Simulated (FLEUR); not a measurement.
# Collinear magnetic orders of GdRh2 with FLEUR, part 2 of 2

Aim: find out whether GdRh2 carries moments, and which collinear order costs least.

FLEUR MaX-R8.1; LDA (VWN) with U = 4.02 eV, J = 0.7 eV on Gd f; all-electron FLAPW, Dirac cores, scalar-relativistic bands.

So far. Step 2 (Start 1: ferro ++): After 20 cycles the largest moment stands at 7.10 μB.

**3. Order 2, typed as antiferro +-**

Reversing part of the moments tests the sign of the couplings between them.

The input, inp.xml:

```
<?xml version="1.0" encoding="UTF-8" standalone="no"?>
<fleurInput fleurInputVersion="0.39">
   <comment>
      GdRh2
   </comment>
   <calculationSetup>
      <cutoffs Kmax="3.6" Gmax="10.8" GmaxXC="10.8" numbands="0"/>
      <scfLoop itmax="130" minDistance="0.0001" maxIterBroyd="15" imix="Anderson" alpha="0.05" precondParam="0.0" spinf="2.0" sdNocoIR="T"/>
      <coreElectrons ctail="T" frcor="F" kcrel="0" coretail_lmax="0"/>
      <xcFunctional name="vwn" relativisticCorrections="F"/>
      <magnetism jspins="2"/>
      <soc l_soc="F" theta="0.0" phi="0.0" spav="F"/>
      <expertModes spex="0" secvar="F"/>
      <geometryOptimization l_f="F" forcealpha="1.0" forcemix="BFGS" epsdisp="0.00001" epsforce="0.00001"/>
      <ldaU l_linMix="F" mixParam="0.05" spinf="1.0"/>
   </calculationSetup>
   <cell>
      <bzIntegration valenceElectrons="96.0" mode="hist" fermiSmearingEnergy="0.00293995">
         <kPointListSelection listName="default-1"/>
         <xi:include xmlns:xi="http://www.w3.org/2001/XInclude" href="kpts.xml"> </xi:include>
      </bzIntegration>
      <xi:include xmlns:xi="http://www.w3.org/2001/XInclude" href="sym.xml"> </xi:include>
      <bulkLattice scale="1.0">
         <bravaisMatrix>
            <row-1>    0.0000000000000000     7.1160836199329598     7.1160836199329598</row-1>
            <row-2>    7.1160836199329598     0.0000000000000000     7.1160836199329598</row-2>
            <row-3>    7.1160836199329598     7.1160836199329598     0.0000000000000000</row-3>
         </bravaisMatrix>
      </bulkLattice>
   </cell>
   <atomSpecies>
      <species name="Gadolinium7.000" element="Gd" atomicNumber="64">
         <mtSphere radius="2.8" gridPoints="925" logIncrement="0.014"/>
         <atomicCutoffs lmax="10" lnonsphr="8"/>
         <electronConfig flipSpins="F">
            <coreConfig>(1s1/2) (2s1/2) (2p1/2) (2p3/2) (3s1/2) (3p1/2) (3p3/2) (4s1/2) (3d3/2) (3d5/2) (4p1/2) (4p3/2) (4d3/2) (4d5/2)</coreConfig>
            <valenceConfig>(5s1/2) (5p1/2) (5p3/2) (6s1/2) (4f5/2) (4f7/2) (5d3/2) (5d5/2)</valenceConfig>
            <stateOccupation state="(4f5/2)" spinUp="2.5" spinDown="0.5"/>
            <stateOccupation state="(4f7/2)" spinUp="4.0" spinDown="0.0"/>
            <stateOccupation state="(5d3/2)" spinUp="0.4" spinDown="0.0"/>
            <stateOccupation state="(5d5/2)" spinUp="0.6" spinDown="0.0"/>
         </electronConfig>
         <energyParameters s="6" p="6" d="5" f="4"/>
         <ldaU l="3" U="4.02" J="0.7" l_amf="F"/>
         <lo type="SCLO" l="0" n="5" eDeriv="0"/>
         <lo type="SCLO" l="1" n="5" eDeriv="0"/>
      </species>
      <species name="Gadolinium-7.000" element="Gd" atomicNumber="64">
         <mtSphere radius="2.8" gridPoints="925" logIncrement="0.014"/>
         <atomicCutoffs lmax="10" lnonsphr="8"/>
         <electronConfig flipSpins="F">
            <coreConfig>(1s1/2) (2s1/2) (2p1/2) (2p3/2) (3s1/2) (3p1/2) (3p3/2) (4s1/2) (3d3/2) (3d5/2) (4p1/2) (4p3/2) (4d3/2) (4d5/2)</coreConfig>
            <valenceConfig>(5s1/2) (5p1/2) (5p3/2) (6s1/2) (4f5/2) (4f7/2) (5d3/2) (5d5/2)</valenceConfig>
            <stateOccupation state="(4f5/2)" spinUp="0.5" spinDown="2.5"/>
            <stateOccupation state="(4f7/2)" spinUp="0.0" spinDown="4.0"/>
            <stateOccupation state="(5d3/2)" spinUp="0.0" spinDown="0.4"/>
            <stateOccupation state="(5d5/2)" spinUp="0.0" spinDown="0.6"/>
         </electronConfig>
         <energyParameters s="6" p="6" d="5" f="4"/>
         <ldaU l="3" U="4.02" J="0.7" l_amf="F"/>
         <lo type="SCLO" l="0" n="5" eDeriv="0"/>
         <lo type="SCLO" l="1" n="5" eDeriv="0"/>
      </species>
      <species name="Rhodium (Rh)" element="Rh" atomicNumber="45">
         <mtSphere radius="2.45" gridPoints="811" logIncrement="0.016"/>
         <atomicCutoffs lmax="10" lnonsphr="8"/>
         <electronConfig flipSpins="F">
            <coreConfig>(1s1/2) (2s1/2) (2p1/2) (2p3/2) (3s1/2) (3p1/2) (3p3/2) (4s1/2) (3d3/2) (3d5/2)</coreConfig>
            <valenceConfig>(4p1/2) (4p3/2) (5s1/2) (4d3/2) (4d5/2)</valenceConfig>
            <stateOccupation state="(5s1/2)" spinUp="0.500000" spinDown="0.500000"/>
            <stateOccupation state="(4d3/2)" spinUp="1.600000" spinDown="1.600000"/>
            <stateOccupation state="(4d5/2)" spinUp="2.400000" spinDown="2.400000"/>
         </electronConfig>
         <energyParameters s="5" p="5" d="4" f="4"/>
         <lo type="SCLO" l="1" n="4" eDeriv="0"/>
      </species>
   </atomSpecies>
   <atomGroups>
      <atomGroup species="Gadolinium7.000">
         <relPos label="                   1">-1.000/4.000 -1.000/4.000 -1.000/4.000</relPos>
         <force calculate="T" relaxXYZ="TTT"/>
      </atomGroup>
      <atomGroup species="Gadolinium-7.000">
         <relPos label="                   2">1.000/2.000 1.000/2.000 1.000/2.000</relPos>
         <force calculate="T" relaxXYZ="TTT"/>
      </atomGroup>
      <atomGroup species="Rhodium (Rh)">
         <relPos label="                   3">1.000/8.000 1.000/8.000 -3.000/8.000</relPos>
         <relPos label="                   4">1.000/8.000 -3.000/8.000 1.000/8.000</relPos>
         <relPos label="                   5">1.000/8.000 1.000/8.000 1.000/8.000</relPos>
         <relPos label="                   6">-3.000/8.000 1.000/8.000 1.000/8.000</relPos>
         <force calculate="T" relaxXYZ="TTT"/>
      </atomGroup>
   </atomGroups>
   <output dos="F" band="F" slice="F">
      <bandDOS minEnergy="-.5*Htr" maxEnergy="0.5*Htr" sigma="0.015" storeEVData="T"/>
      <plotting iplot="0" polar="F">
         <plot TwoD="T" vec1="  1.0  0.0  0.0" vec2="  0.0  1.0  0.0" vec3="  0.0  0.0  1.0" zero="  0.0  0.0  0.0" file="plot"/>
      </plotting>
      <moessbauerParams electricFieldGradient="F" isomerShift="F" coreHyperfine="F" valenceHyperfine="F"/>
   </output>
</fleurInput>
```

The input, crystal.txt:

```
GdRh2
&input film=F cartesian=F /
0.00000000000  3.76566928260  3.76566928260
3.76566928260  0.00000000000  3.76566928260
3.76566928260  3.76566928260  0.00000000000
1.8897261246
1.0 1.0 1.0

6
64 0.75000000000  0.75000000000  0.75000000000 : 7.000
64 0.50000000000  0.50000000000  0.50000000000 : -7.000
45 0.12500000000  0.12500000000  0.62500000000
45 0.12500000000  0.62500000000  0.12500000000
45 0.12500000000  0.12500000000  0.12500000000
45 0.62500000000  0.12500000000  0.12500000000

&kpt div1=6 div2=6 div3=6 gamma=T /
```

The run is started by

```bash
OMP_NUM_THREADS=1 inpgen -f crystal.txt > inpgen.log  # inp.xml is then edited as shown
OMP_NUM_THREADS=1 mpirun -n 4 fleur_MPI > fleur.log
```

The log of the run:

```text
[banner, memory and clock lines left out]
Welcome to FLEUR        (www.flapw.de)
      MaX-Release 8.1          (www.max-centre.eu)

 ========== k-point set info ==========
 Selected k-point list: default-1
 k-point list type: mesh
 6 x 6 x 6
 Number of k points: 16

 ------------Calculation Setup---------------------------
 Number of PE/node        :            4
 Number of OMP-threads    :            1
 k-points in parallel     :            4
 pe's per k-point         :            1
 No of k-point loops      :            4
 Eigenvalue solver        :       lapack
 Number of basis functions:          624
 Approximate size of matrices (H+S) per k-point:         0.012 GB
 Iteration:     1   Distance:      19.91910660 me/bohr^3
 Iteration:     2   Distance:      19.11573179 me/bohr^3
 Iteration:     3   Distance:      14.38574983 me/bohr^3
 Iteration:     4   Distance:       5.36981969 me/bohr^3
 Iteration:     5   Distance:       4.55072195 me/bohr^3
 Iteration:     6   Distance:       1.99668451 me/bohr^3
 Iteration:     7   Distance:       1.42061841 me/bohr^3
 Iteration:     8   Distance:       1.18483260 me/bohr^3
 Iteration:     9   Distance:       0.33480964 me/bohr^3
 Iteration:    10   Distance:       0.09993143 me/bohr^3
 Iteration:    11   Distance:       0.04450896 me/bohr^3
 Iteration:    12   Distance:       0.01445364 me/bohr^3
 Iteration:    13   Distance:       0.00969070 me/bohr^3
 Iteration:    14   Distance:       0.00116872 me/bohr^3
 Iteration:    15   Distance:       0.00050468 me/bohr^3
 Iteration:    16   Distance:       0.00040649 me/bohr^3
 Iteration:    17   Distance:       0.00033174 me/bohr^3
 Iteration:    18   Distance:       0.00011281 me/bohr^3
 Iteration:    19   Distance:       0.00004808 me/bohr^3

 ********************************************************************
 Run finished successfully
 Stop message:
   all done
 ********************************************************************

--- out.xml (last complete iteration) ---
<iteration numberForCurrentRun="   19" overallNumber="   19">
         [... left out ...]
         <bandgap value="0.0261993266" units="eV"/>
         <sumValenceSingleParticleEnergies value="-23.3710575999" units="Htr"/>
         <FermiEnergy value="0.4165044130" units="Htr"/>
         <valenceDensity>
            <mtCharges spin="1">
               <mtCharge atomType="1" total="11.6152997" s="1.1086295" p="3.0027177" d="0.5219386" f="6.9751142"/>
               <mtCharge atomType="2" total="4.5596963" s="1.0982804" p="2.9764579" d="0.4018005" f="0.0761491"/>
               <mtCharge atomType="3" total="6.8725052" s="0.2087442" p="3.1316896" d="3.5085109" f="0.0180917"/>
            </mtCharges>
            <mtCharges spin="2">
               <mtCharge atomType="1" total="4.5596963" s="1.0982804" p="2.9764579" d="0.4018005" f="0.0761491"/>
               <mtCharge atomType="2" total="11.6152997" s="1.1086295" p="3.0027177" d="0.5219386" f="6.9751142"/>
               <mtCharge atomType="3" total="6.8725053" s="0.2087442" p="3.1316896" d="3.5085109" f="0.0180917"/>
            </mtCharges>
            <spinDependentCharge spin="1" total="48.0000000" interstitial="4.3349830" mtSpheres="43.6650170"/>
            <spinDependentCharge spin="2" total="48.0000000" interstitial="4.3349830" mtSpheres="43.6650170"/>
            <totalCharge value="96.0000000000"/>
         </valenceDensity>
         [... left out ...]
         <magneticMomentsInMTSpheres units="muBohr">
            <globalMagMoment atomType="1" vec="0.00000   0.00000   7.05560"/>
            <localMagMoment atomType="1" vec="0.00000   0.00000   7.05560"/>
            <globalMagMoment atomType="2" vec="0.00000   0.00000  -7.05560"/>
            <localMagMoment atomType="2" vec="0.00000   0.00000  -7.05560"/>
            <globalMagMoment atomType="3" vec="0.00000   0.00000   0.00000"/>
            <localMagMoment atomType="3" vec="0.00000   0.00000   0.00000"/>
         </magneticMomentsInMTSpheres>
         [... left out ...]
         <totalEnergy value="   -41669.0906377148" units="Htr">
            <sumOfEigenvalues value="   -25260.7720638998">
               <coreElectrons value="-25237.4010062998"/>
               <valenceElectrons value="-23.3710575999"/>
            </sumOfEigenvalues>
            <densityCoulombPotentialIntegral value="-68412.7596463615"/>
            <densityEffectivePotentialIntegral value="-69769.7984364052"/>
            <chargeDenXCDenIntegral value="-1023.1737902966"/>
            <FockExchangeEnergyValence value="0.0000000000"/>
            <FockExchangeEnergyCore value="0.0000000000"/>
         [... left out ...]
            <dftUCorrection value="-0.8480980048"/>
            <tkbTimesEntropy value="0.0026246022"/>
            <freeEnergy value="-41669.0932623170"/>
            <extrapolationTo0K value="-41669.0919500159"/>
         </totalEnergy>
         [... left out ...]
         <ldaUDensityMatrixConvergence>
            <distance spin="1" distance="0.000000"/>
            <distance spin="2" distance="0.000000"/>
         </ldaUDensityMatrixConvergence>
         <densityConvergence units="me/bohr^3">
            <chargeDensity spin="1" distance="0.0000324605"/>
            <chargeDensity spin="2" distance="0.0000324775"/>
            <overallChargeDensity distance="0.0000436532"/>
            <spinDensity distance="0.0000480764"/>
         </densityConvergence>
      </iteration>
```

The job ended after 50 s (4 MPI ranks of Intel Xeon 6975P-C (Granite Rapids), shared host; peak memory 0.4 GiB; 3.3 min of CPU time).

Spin moment in the muffin-tin sphere by atom:

```tsv
atom	spin moment in the muffin-tin sphere (μB)
Gd1	7.06
Gd2	-7.06
Rh3	0.00
Rh4	0.00
Rh5	0.00
Rh6	0.00
```

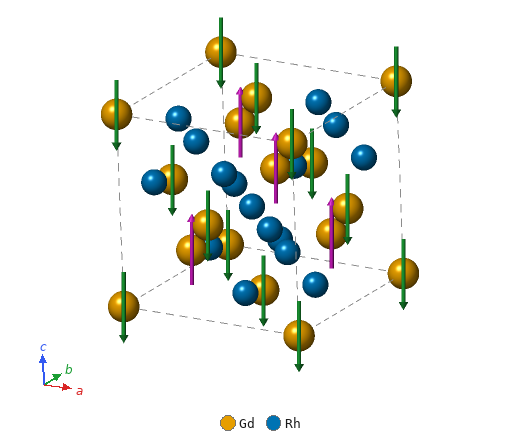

Spin moment in the muffin-tin sphere as arrows, the longest 7.06 μB. Up and down stand for the sign. Arrows give size and sign along the axis of quantisation, drawn up and down the page. The two directions have two colours. Some periodic images of atoms are drawn too.

Read from the output:

```yaml
free_energy: -1133873.7913 eV
program_s_band_gap_on_this_mesh_in_a_metal_only_a_level_spacing: 0.02620 eV
magnetization: 0 μB
final_state: antiferromagnetic
```

It lies 11.5 meV a seeded atom over the first start, and its largest moment is 7.06 μB against 7.10 μB.

**4. The states side by side**

Free energies are divided by the number of seeded atoms.

Orders:

```tsv
start	final state	typed order kept	energy over the lowest (meV a seeded atom)	largest sphere moment (μB)	net moment (μB a primitive cell)	mesh matched	CPU time (s)
ferro ++	ferromagnetic, with opposed induced moments	yes	0	7.095	14.15	yes	139.9
antiferro +-	antiferromagnetic	yes	11.48	7.056	0	yes	199.1
```

**5. Outcome**

```yaml
lowest_state_found: ferromagnetic (typed ferro ++)
largest_site_spin_moment: 7.10 μB
next_finished_state: antiferromagnetic, 11.5 meV a seeded atom higher
```

**Reading.** The lowest state found is ferromagnetic, reached from the start ferro ++, with moments up to 7.10 μB. The next finished state costs 11 meV a seeded atom. Only 2 starts were tried; other patterns of signs, canted and longer-period orders were not. The f shell is half filled, so the spin-only picture is fair.

[Logs and program files are shortened in this print: banners, set-up blocks, solver, clock and traceback lines can be left out without a mark of their own.]

[Logs are printed without paths, hosts, clocks, repeated set-up lines and the standing remarks that a program may print on its own settings, such as how far it seeks lower states.]

[Hosts, paths, dates, database ids (printed as entryN), source tags and the programs' standing remarks are cut or masked in the printed files.]

[Where a cell is said to come from a database of computed structures, the database is the Materials Project.]
